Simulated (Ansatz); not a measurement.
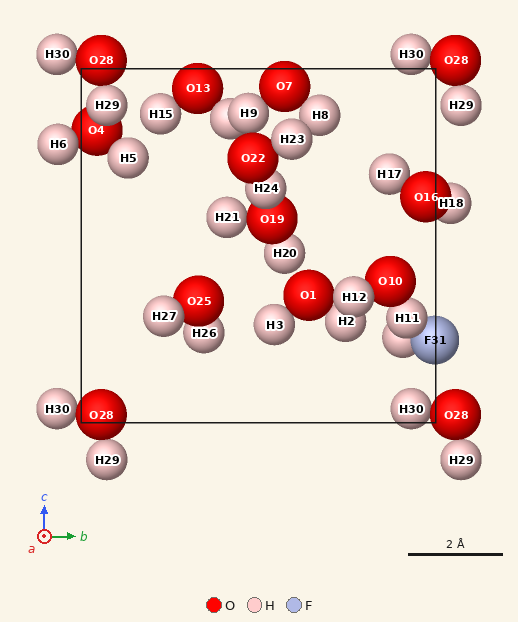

The starting structure (spheres-only view of the cell of the calculation, along the a axis; atoms are numbered from 1 in the order of the input).

## Run report: H₂₁O₁₀F, geometry relaxation (part 1 of 3)

The run: geometry relaxation of H₂₁O₁₀F (disordered cell, 32 atoms in the cell). Method and program: DFT PBE, scalar-relativistic, plane waves, PAW, no spin polarisation (Ansatz 0.2.0).

The run did not end well. It belongs to a series of runs on one base structure; here: start relaxed. Figures and captions count atoms from 1; the log counts them from 0 in places.

**Input file**
```yaml
accuracy: low
crystal:
  lattice:
    - [7.572337, 0.0, 0.0]
    - [0.0, 7.572337, 0.0]
    - [0.0, 0.0, 7.572337]
  atoms:
    - { symbol: O, position: [0.0788468, 0.6424039, 0.3599818] }
    - { symbol: H, position: [0.0627726, 0.7458073, 0.2864298] }
    - { symbol: H, position: [0.074904, 0.5447883, 0.2774216] }
    - { symbol: O, position: [0.5773361, 0.0443232, 0.8260976] }
    - { symbol: H, position: [0.62762, 0.1319508, 0.7476536] }
    - { symbol: H, position: [0.6282689, -0.0659497, 0.7860192] }
    - { symbol: O, position: [0.5425401, 0.5741315, 0.9494899] }
    - { symbol: H, position: [0.544321, 0.6728976, 0.8682333] }
    - { symbol: H, position: [0.538174, 0.4714694, 0.8733192] }
    - { symbol: O, position: [0.7601608, 0.8722355, 0.3991452] }
    - { symbol: H, position: [0.7005903, 0.9188489, 0.2959992] }
    - { symbol: H, position: [0.8212383, 0.7686938, 0.3554508] }
    - { symbol: O, position: [0.1457497, 0.3282332, 0.9438428] }
    - { symbol: H, position: [0.1675367, 0.4209619, 0.8584773] }
    - { symbol: H, position: [0.1290111, 0.2235709, 0.8722455] }
    - { symbol: O, position: [0.3096488, 0.972209, 0.638219] }
    - { symbol: H, position: [0.267374, 0.8698071, 0.7021505] }
    - { symbol: H, position: [0.2045089, 1.0426261, 0.6195762] }
    - { symbol: O, position: [0.5330097, 0.5384519, 0.5763414] }
    - { symbol: H, position: [0.4578934, 0.5736085, 0.4789654] }
    - { symbol: H, position: [0.5214956, 0.4111124, 0.5798947] }
    - { symbol: O, position: [0.8815483, 0.4844313, 0.7471216] }
    - { symbol: H, position: [0.9192547, 0.5942081, 0.80086] }
    - { symbol: H, position: [0.7935371, 0.5204761, 0.6615918] }
    - { symbol: O, position: [0.4056892, 0.3308524, 0.3437399] }
    - { symbol: H, position: [0.3152109, 0.3458736, 0.2545851] }
    - { symbol: H, position: [0.4752957, 0.2324573, 0.3009161] }
    - { symbol: O, position: [0.927825, 0.0562125, 1.0231233] }
    - { symbol: H, position: [0.9211059, 0.071778, 0.8963435] }
    - { symbol: H, position: [0.9068415, -0.0688151, 1.040104] }
    - { symbol: F, position: [0.2804299, 0.9979259, 0.2336414] }
    - { symbol: H, position: [0.1968572, 0.9075733, 0.2415226] }
basis:
  ecutwfc: 420.0
kpoints:
  mp_grid: { grid: [1, 1, 1] }
hamiltonian:
  xc: pbe
scf:
  occupations: { method: fermi_dirac, width: 0.02 }
  lower_state_search: "off"
relax:
  f_tol: 0.3
  max_steps: 15
  adjacent_minimum: "off"
```

Run on 1 thread of AMD EPYC (Zen 5), 16 GiB of memory available, shared host.

Command:
```bash
ansatz run input.yaml --threads 1 --pin off --max-ram 3072MiB --backend cpu --events-out ev --progress --plain --runs-dir out
```

**Output**
```
Engine: ansatz 0.2.0, x86_64-unknown-linux-gnu
Pseudopotentials: kind: paw
Pseudopotential: O, paw, valence charge 6, recommended cutoff 420 eV (normal), O.paw.azcp
Pseudopotential: H, paw, valence charge 1, recommended cutoff 420 eV (normal), H.paw.azcp
Pseudopotential: F, paw, valence charge 7, recommended cutoff 420 eV (normal), F.paw.azcp
Functional definition: PBE
  parameter kappa = 0.804
  parameter beta = 0.06672455060314922
  exchange = pbe_x(kappa = kappa, mu = beta*pi^2/3)
  correlation = pbe_c(beta = beta)
Crystal: 32 atoms, lattice volume = 434.200 Å³
Basis set: ecut = 420 eV, 8409 PW (Γ), exchange–correlation on 108×108×108 points (8 copies of the dense FFT grid, shifted against one another)
Bands: 76, of which v1, the nominal top of the filled ones, is band 44 counted from 1 (43 counted from 0)
Symmetry: 1 space group operations
Space group: P1 (ITA 1), of the structure as read, at distance tolerance 7.6e-5 Å
k-points: 1
Non-local potential: O, projectors of the file, l = 0: 2, l = 1: 2, l = 2: 1
Non-local potential: H, projectors of the file, l = 0: 2, l = 1: 1
Non-local potential: F, projectors of the file, l = 0: 2, l = 1: 2, l = 2: 1
PAW form: soft (Blöchl's): semilocal exchange-correlation on the pseudo side does not see the compensation charge
PAW one-centre angular grid: O, 110 points (default); XC on 64 Gauss nodes
PAW one-centre angular grid: H, 110 points (default); XC on 64 Gauss nodes
PAW one-centre angular grid: F, 110 points (default); XC on 64 Gauss nodes
Initial density: superposition of atomic densities (neutral atoms: chi_scale 0, normalization atom), corrected by the library's trained network
Initial wavefunctions: pseudopotential atomic-orbital guess
Functional: x = pbe(κ = 0.804, μ = 0.2195149727645171), c = pbe(β = 0.06672455060314922)
SCF iter   1: F=—  HF=-6816.244084 eV  |F-HF|=—  |Δ(HF+E_count)|=         —  Δρ=3.30e-3  dr2=6.88e-2  ethr=1.77e-3  ⟨swp⟩=6.0  Hψ=352  notcnv=0  defer=14
preconditioner: auto → Resta (q_TF=auto, 2.091 Å⁻¹)  ε∞=2.0  [insulator: Δε(μ)=3.401 eV  Ē_g=16.382 eV  σ=0.020 eV  W_gap=1.00  n_scr=80 (ndim 8)  ℏωp=16.5 eV  f_vac=0.359  D(μ)=0.00/eV (n_scr^D=0)  ε∞_Penn≈2.0  vacuum switching on, ρ_ref=1.9e-2 e/Å³]
SCF iter   2: F=—  HF=-6816.210454 eV  |F-HF|=—  |Δ(HF+E_count)|=   3.36e-2  Δρ=1.75e-3  dr2=1.41e-2  ethr=7.82e-5  ⟨swp⟩=2.0  Hψ=115  notcnv=0  defer=27
SCF iter   3: F=—  HF=-6816.204682 eV  |F-HF|=—  |Δ(HF+E_count)|=   5.77e-3  Δρ=9.11e-4  dr2=3.43e-3  ethr=1.60e-5  ⟨swp⟩=2.0  Hψ=97  notcnv=0  defer=27
SCF iter   4: F=—  HF=-6816.203299 eV  |F-HF|=—  |Δ(HF+E_count)|=   1.38e-3  Δρ=2.03e-4  dr2=1.19e-4  ethr=3.90e-6  ⟨swp⟩=2.0  Hψ=97  notcnv=0  defer=27
iter 5 did not close the SCF: its close was put off for the readings that it lacked (scf_convergence_deferred on its scf_iter line)
SCF iter   5: F=-6816.203318 eV  HF=-6816.203325 eV  |F-HF|=7.30e-6  |Δ(HF+E_count)|=   2.61e-5  Δρ=8.11e-5  dr2=1.78e-5  ethr=1.35e-7  ⟨swp⟩=2.0  Hψ=111  notcnv=0  defer=27
SCF iter   6: F=-6816.203325 eV  HF=-6816.203325 eV  |F-HF|=5.77e-7  |Δ(HF+E_count)|=   3.74e-7  Δρ=2.30e-5  dr2=1.39e-6  ethr=2.03e-8  ⟨swp⟩=3.0  Hψ=217  notcnv=0
SCF 1 converged in 6 iterations: F = -6816.203325 eV  dr2 = 1.39e-6
  greatest PAW one-centre occupation: 0.932 electrons in one spin orbital (limit 2), on the F atom at site 30 (counted from 0), in its partial waves of l = 0
relax step   1: F+E_penalty+E_count = -6816.20332466 eV  Δ(F+E_penalty+E_count) = +0.000e0 eV  max|allowed force component| = 8.620e-1 eV/Å  Δτ_max = 0.0000 Å  (6 SCF iters, dr2 threshold 1.00e-4 eV, accepted)
Initial density: handed on by an earlier stage of this run
Initial wavefunctions: those handed on with the density
iter 1 solved again at ethr=6.41e-4 eV; its pass at ethr=3.10e-3 eV (dr2=5.64e-1 eV) is discarded
SCF iter   1: F=—  HF=-6816.954083 eV  |F-HF|=—  |Δ(HF+E_count)|=         —  Δρ=2.14e-2  dr2=5.90e-1  ethr=6.41e-4  ⟨swp⟩=1.0  Hψ=326  notcnv=0  defer=26
preconditioner: auto → Resta (q_TF=auto, 2.091 Å⁻¹)  ε∞=2.0  [insulator: Δε(μ)=3.527 eV  Ē_g=16.275 eV  σ=0.020 eV  W_gap=1.00  n_scr=80 (ndim 8)  ℏωp=16.5 eV  f_vac=0.362  D(μ)=0.00/eV (n_scr^D=0)  ε∞_Penn≈2.0]
SCF iter   2: F=—  HF=-6816.878802 eV  |F-HF|=—  |Δ(HF+E_count)|=   7.53e-2  Δρ=1.03e-2  dr2=1.23e-1  ethr=6.41e-4  ⟨swp⟩=2.0  Hψ=79  notcnv=0  defer=26
SCF iter   3: F=—  HF=-6816.885760 eV  |F-HF|=—  |Δ(HF+E_count)|=   6.96e-3  Δρ=2.88e-3  dr2=2.29e-2  ethr=1.40e-4  ⟨swp⟩=2.0  Hψ=130  notcnv=0  defer=26
SCF iter   4: F=—  HF=-6816.880408 eV  |F-HF|=—  |Δ(HF+E_count)|=   5.35e-3  Δρ=6.40e-4  dr2=1.06e-3  ethr=2.61e-5  ⟨swp⟩=2.0  Hψ=97  notcnv=0  defer=26
SCF iter   5: F=—  HF=-6816.880550 eV  |F-HF|=—  |Δ(HF+E_count)|=   1.42e-4  Δρ=1.36e-4  dr2=7.63e-5  ethr=1.21e-6  ⟨swp⟩=2.0  Hψ=86  notcnv=0  defer=26
SCF iter   6: F=—  HF=-6816.880651 eV  |F-HF|=—  |Δ(HF+E_count)|=   1.02e-4  Δρ=8.48e-5  dr2=2.44e-5  ethr=8.67e-8  ⟨swp⟩=2.0  Hψ=92  notcnv=0  defer=26
SCF iter   7: F=—  HF=-6816.880649 eV  |F-HF|=—  |Δ(HF+E_count)|=   2.63e-6  Δρ=2.52e-5  dr2=2.25e-6  ethr=2.77e-8  ⟨swp⟩=2.0  Hψ=92  notcnv=0  defer=26
SCF iter   8: F=—  HF=-6816.880649 eV  |F-HF|=—  |Δ(HF+E_count)|=   2.83e-7  Δρ=6.75e-6  dr2=1.82e-7  ethr=2.56e-9  ⟨swp⟩=2.0  Hψ=90  notcnv=0  defer=26
SCF iter   9: F=-6816.880649 eV  HF=-6816.880649 eV  |F-HF|=2.04e-8  |Δ(HF+E_count)|=   2.38e-8  Δρ=3.23e-6  dr2=3.40e-8  ethr=1.14e-10  ⟨swp⟩=5.0  Hψ=222  notcnv=0
SCF 2 converged in 9 iterations: F = -6816.880649 eV  dr2 = 3.40e-8
relax step   2: F+E_penalty+E_count = -6816.88064900 eV  Δ(F+E_penalty+E_count) = -6.773e-1 eV  max|allowed force component| = 1.234e0 eV/Å  Δτ_max = 0.1950 Å  (9 SCF iters, accepted)
iter 1 solved again at ethr=6.16e-4 eV; its pass at ethr=3.10e-3 eV (dr2=5.42e-1 eV) is discarded
SCF iter   1: F=—  HF=-6817.280913 eV  |F-HF|=—  |Δ(HF+E_count)|=         —  Δρ=2.00e-2  dr2=5.39e-1  ethr=6.16e-4  ⟨swp⟩=1.0  Hψ=349  notcnv=0  defer=26
preconditioner: auto → Resta (q_TF=auto, 2.091 Å⁻¹)  ε∞=2.0  [insulator: Δε(μ)=3.750 eV  Ē_g=16.229 eV  σ=0.020 eV  W_gap=1.00  n_scr=80 (ndim 8)  ℏωp=16.5 eV  f_vac=0.360  D(μ)=0.00/eV (n_scr^D=0)  ε∞_Penn≈2.0]
SCF iter   2: F=—  HF=-6817.228935 eV  |F-HF|=—  |Δ(HF+E_count)|=   5.20e-2  Δρ=9.79e-3  dr2=1.22e-1  ethr=6.12e-4  ⟨swp⟩=2.0  Hψ=82  notcnv=0  defer=26
SCF iter   3: F=—  HF=-6817.237751 eV  |F-HF|=—  |Δ(HF+E_count)|=   8.82e-3  Δρ=3.14e-3  dr2=3.00e-2  ethr=1.39e-4  ⟨swp⟩=2.0  Hψ=133  notcnv=0  defer=26
SCF iter   4: F=—  HF=-6817.230750 eV  |F-HF|=—  |Δ(HF+E_count)|=   7.00e-3  Δρ=5.21e-4  dr2=1.13e-3  ethr=3.41e-5  ⟨swp⟩=3.0  Hψ=98  notcnv=0  defer=26
SCF iter   5: F=—  HF=-6817.230880 eV  |F-HF|=—  |Δ(HF+E_count)|=   1.30e-4  Δρ=1.35e-4  dr2=7.43e-5  ethr=1.28e-6  ⟨swp⟩=2.0  Hψ=83  notcnv=0  defer=26
[...]
relax step   3: F+E_penalty+E_count = -6817.23088961 eV  Δ(F+E_penalty+E_count) = -3.502e-1 eV  max|allowed force component| = 2.833e0 eV/Å  Δτ_max = 0.1954 Å  (7 SCF iters, dr2 threshold 9.52e-5 eV, accepted)
preconditioner: auto → Resta (q_TF=auto, 2.091 Å⁻¹)  ε∞=2.0  [insulator: Δε(μ)=3.926 eV  Ē_g=16.368 eV  σ=0.020 eV  W_gap=1.00  n_scr=80 (ndim 8)  ℏωp=16.5 eV  f_vac=0.359  D(μ)=0.00/eV (n_scr^D=0)  ε∞_Penn≈2.0]
  greatest PAW one-centre occupation: 0.931 electrons in one spin orbital (limit 2), on the F atom at site 30 (counted from 0), in its partial waves of l = 0
relax step   4: F+E_penalty+E_count = -6817.84418769 eV  Δ(F+E_penalty+E_count) = -6.133e-1 eV  max|allowed force component| = 2.218e0 eV/Å  Δτ_max = 0.1948 Å  (7 SCF iters, dr2 threshold 1.00e-4 eV, accepted)
preconditioner: auto → Resta (q_TF=auto, 2.091 Å⁻¹)  ε∞=2.0  [insulator: Δε(μ)=3.966 eV  Ē_g=16.341 eV  σ=0.020 eV  W_gap=1.00  n_scr=80 (ndim 8)  ℏωp=16.5 eV  f_vac=0.359  D(μ)=0.00/eV (n_scr^D=0)  ε∞_Penn≈2.0]
relax step   5: F+E_penalty+E_count = -6818.26389013 eV  Δ(F+E_penalty+E_count) = -4.197e-1 eV  max|allowed force component| = 1.608e0 eV/Å  Δτ_max = 0.1939 Å  (6 SCF iters, dr2 threshold 1.00e-4 eV, accepted)
preconditioner: auto → Resta (q_TF=auto, 2.091 Å⁻¹)  ε∞=2.0  [insulator: Δε(μ)=4.126 eV  Ē_g=16.407 eV  σ=0.020 eV  W_gap=1.00  n_scr=80 (ndim 8)  ℏωp=16.5 eV  f_vac=0.361  D(μ)=0.00/eV (n_scr^D=0)  ε∞_Penn≈2.0]
relax step   6: F+E_penalty+E_count = -6818.70978008 eV  Δ(F+E_penalty+E_count) = -4.459e-1 eV  max|allowed force component| = 1.381e0 eV/Å  Δτ_max = 0.1921 Å  (6 SCF iters, dr2 threshold 1.00e-4 eV, accepted)
preconditioner: auto → Resta (q_TF=auto, 2.091 Å⁻¹)  ε∞=2.0  [insulator: Δε(μ)=4.261 eV  Ē_g=16.473 eV  σ=0.020 eV  W_gap=1.00  n_scr=80 (ndim 8)  ℏωp=16.5 eV  f_vac=0.365  D(μ)=0.00/eV (n_scr^D=0)  ε∞_Penn≈2.0]
  greatest PAW one-centre occupation: 0.930 electrons in one spin orbital (limit 2), on the F atom at site 30 (counted from 0), in its partial waves of l = 0
relax step   7: F+E_penalty+E_count = -6819.17125266 eV  Δ(F+E_penalty+E_count) = -4.615e-1 eV  max|allowed force component| = 1.114e0 eV/Å  Δτ_max = 0.1974 Å  (6 SCF iters, dr2 threshold 1.00e-4 eV, accepted)
preconditioner: auto → Resta (q_TF=auto, 2.091 Å⁻¹)  ε∞=2.0  [insulator: Δε(μ)=4.293 eV  Ē_g=16.480 eV  σ=0.020 eV  W_gap=1.00  n_scr=80 (ndim 8)  ℏωp=16.5 eV  f_vac=0.371  D(μ)=0.00/eV (n_scr^D=0)  ε∞_Penn≈2.0  vacuum switching on, ρ_ref=2.0e-2 e/Å³]
  greatest PAW one-centre occupation: 0.929 electrons in one spin orbital (limit 2), on the F atom at site 30 (counted from 0), in its partial waves of l = 0
relax step   8: F+E_penalty+E_count = -6819.60532474 eV  Δ(F+E_penalty+E_count) = -4.341e-1 eV  max|allowed force component| = 1.199e0 eV/Å  Δτ_max = 0.1914 Å  (6 SCF iters, dr2 threshold 1.00e-4 eV, accepted)
eigensolver tolerance schedule calibrated: the retry pair's looser diagonalisation under-reported the residual by θ = 0.06 (0.10/decade); ethr = c·dr2/N_el runs at the constant in force after the calibration composes with the one it found (an armed cap, an earlier calibration), c = 1.0e-1
preconditioner: auto → Resta (q_TF=auto, 2.091 Å⁻¹)  ε∞=2.0  [insulator: Δε(μ)=4.385 eV  Ē_g=16.545 eV  σ=0.020 eV  W_gap=1.00  n_scr=80 (ndim 8)  ℏωp=16.5 eV  f_vac=0.376  D(μ)=0.00/eV (n_scr^D=0)  ε∞_Penn≈2.0  vacuum switching on, ρ_ref=2.0e-2 e/Å³]
relax step   9: F+E_penalty+E_count = -6819.94284222 eV  Δ(F+E_penalty+E_count) = -3.375e-1 eV  max|allowed force component| = 1.240e0 eV/Å  Δτ_max = 0.1940 Å  (6 SCF iters, dr2 threshold 1.00e-4 eV, accepted)
preconditioner: auto → Resta (q_TF=auto, 2.091 Å⁻¹)  ε∞=2.0  [insulator: Δε(μ)=4.385 eV  Ē_g=16.621 eV  σ=0.020 eV  W_gap=1.00  n_scr=80 (ndim 8)  ℏωp=16.5 eV  f_vac=0.382  D(μ)=0.00/eV (n_scr^D=0)  ε∞_Penn≈2.0  vacuum switching on, ρ_ref=2.0e-2 e/Å³]
relax step  10: F+E_penalty+E_count = -6820.20908346 eV  Δ(F+E_penalty+E_count) = -2.662e-1 eV  max|allowed force component| = 1.073e0 eV/Å  Δτ_max = 0.2000 Å  (6 SCF iters, dr2 threshold 1.00e-4 eV, accepted)
preconditioner: auto → Resta (q_TF=auto, 2.091 Å⁻¹)  ε∞=2.0  [insulator: Δε(μ)=4.569 eV  Ē_g=16.701 eV  σ=0.020 eV  W_gap=1.00  n_scr=80 (ndim 8)  ℏωp=16.5 eV  f_vac=0.386  D(μ)=0.00/eV (n_scr^D=0)  ε∞_Penn≈2.0  vacuum switching on, ρ_ref=2.0e-2 e/Å³]
relax step  11: F+E_penalty+E_count = -6820.51370132 eV  Δ(F+E_penalty+E_count) = -3.046e-1 eV  max|allowed force component| = 8.499e-1 eV/Å  Δτ_max = 0.1944 Å  (6 SCF iters, dr2 threshold 1.00e-4 eV, accepted)
preconditioner: auto → Resta (q_TF=auto, 2.091 Å⁻¹)  ε∞=2.0  [insulator: Δε(μ)=4.671 eV  Ē_g=16.732 eV  σ=0.020 eV  W_gap=1.00  n_scr=80 (ndim 8)  ℏωp=16.5 eV  f_vac=0.393  D(μ)=0.00/eV (n_scr^D=0)  ε∞_Penn≈2.0  vacuum switching on, ρ_ref=2.0e-2 e/Å³]
relax step  12: F+E_penalty+E_count = -6820.69979784 eV  Δ(F+E_penalty+E_count) = -1.861e-1 eV  max|allowed force component| = 7.265e-1 eV/Å  Δτ_max = 0.2000 Å  (6 SCF iters, dr2 threshold 1.00e-4 eV, accepted)
preconditioner: auto → Resta (q_TF=auto, 2.091 Å⁻¹)  ε∞=2.0  [insulator: Δε(μ)=4.748 eV  Ē_g=16.777 eV  σ=0.020 eV  W_gap=1.00  n_scr=80 (ndim 8)  ℏωp=16.5 eV  f_vac=0.398  D(μ)=0.00/eV (n_scr^D=0)  ε∞_Penn≈2.0  vacuum switching on, ρ_ref=2.0e-2 e/Å³]
relax step  13: F+E_penalty+E_count = -6820.87519202 eV  Δ(F+E_penalty+E_count) = -1.754e-1 eV  max|allowed force component| = 6.132e-1 eV/Å  Δτ_max = 0.1947 Å  (5 SCF iters, dr2 threshold 1.00e-4 eV, accepted)
preconditioner: auto → Resta (q_TF=auto, 2.091 Å⁻¹)  ε∞=2.0  [insulator: Δε(μ)=4.801 eV  Ē_g=16.818 eV  σ=0.020 eV  W_gap=1.00  n_scr=80 (ndim 8)  ℏωp=16.5 eV  f_vac=0.403  D(μ)=0.00/eV (n_scr^D=0)  ε∞_Penn≈2.0  vacuum switching on, ρ_ref=2.1e-2 e/Å³]
relax step  14: F+E_penalty+E_count = -6821.02702267 eV  Δ(F+E_penalty+E_count) = -1.518e-1 eV  max|allowed force component| = 7.786e-1 eV/Å  Δτ_max = 0.1972 Å  (6 SCF iters, dr2 threshold 1.00e-4 eV, accepted)
preconditioner: auto → Resta (q_TF=auto, 2.091 Å⁻¹)  ε∞=2.0  [insulator: Δε(μ)=4.856 eV  Ē_g=16.859 eV  σ=0.020 eV  W_gap=1.00  n_scr=80 (ndim 8)  ℏωp=16.5 eV  f_vac=0.408  D(μ)=0.00/eV (n_scr^D=0)  ε∞_Penn≈2.0  vacuum switching on, ρ_ref=2.1e-2 e/Å³]
[...]
SCF 15 converged in 8 iterations: F = -6821.138078 eV  dr2 = 1.79e-8
relax step  15: F+E_penalty+E_count = -6821.13807838 eV  Δ(F+E_penalty+E_count) = -1.111e-1 eV  max|allowed force component| = 4.677e-1 eV/Å  Δτ_max = 0.1991 Å  (8 SCF iters, accepted)
```

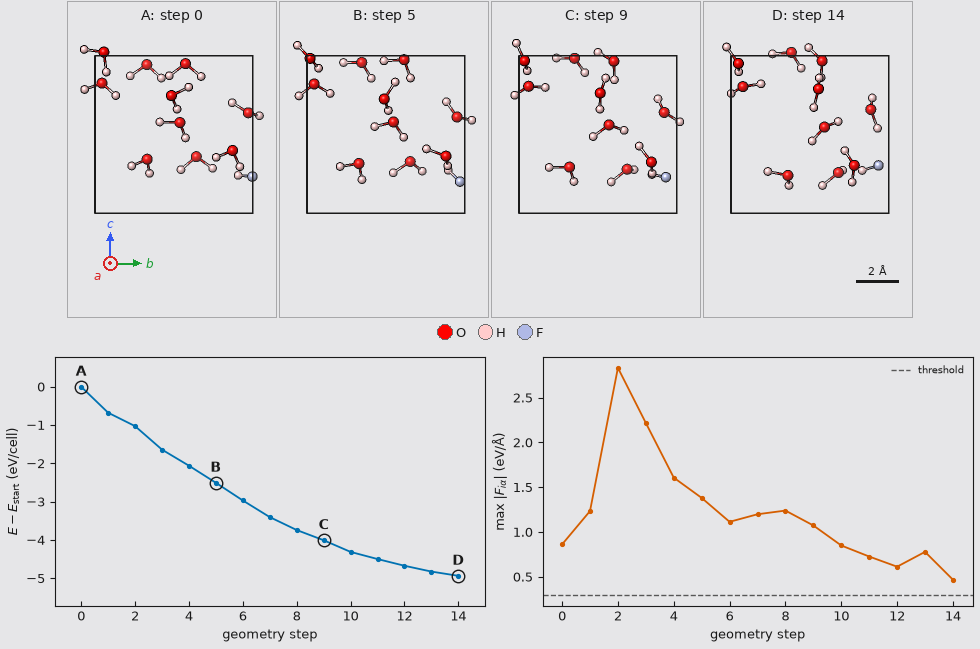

Frames of the relaxation (ball-and-stick view of the cell of the calculation, along the a axis) above the curves, on which the letters mark them (the first geometry is step 0 here and step 1 in the log).

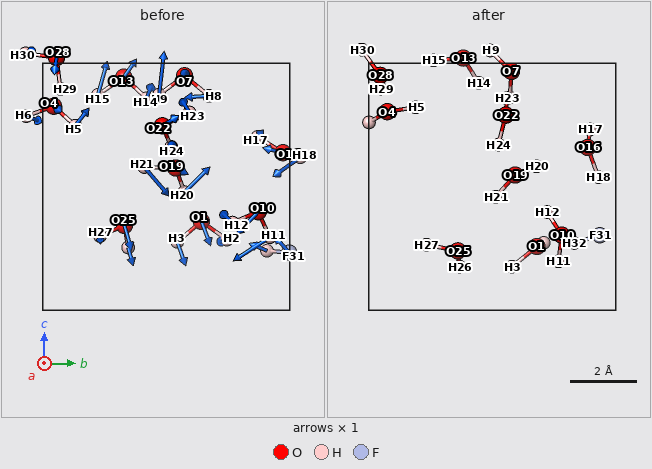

Before (left) and after (right) the relaxation, at one scale (ball-and-stick view of the cell of the calculation, along the a axis). The blue arrows give the displacements, at true length. The relaxation stopped without meeting its thresholds, so the last structure isn't shown to be converged. The largest moves, 1.37 Å, are those of H9 and H11. By element the largest moves are H 1.37 Å, O 0.99 Å, F 0.73 Å. The cell stays as it was. Distances before and after: F31–H32 0.934 → 0.994 Å, O16–H18 0.969 → 0.998 Å, O10–H12 0.969 → 0.991 Å, O10–H11 0.969 → 0.984 Å. Among the angles that change: H2–O1–H3 104.0° → 107.5°, H14–O13–H15 104.0° → 101.7°. Over 14 geometry steps the energy falls by 4.935 eV per cell of the calculation. The largest force component goes from 0.86 to 0.47 eV/Å. (Atoms are counted from 1 in the order of the input.)
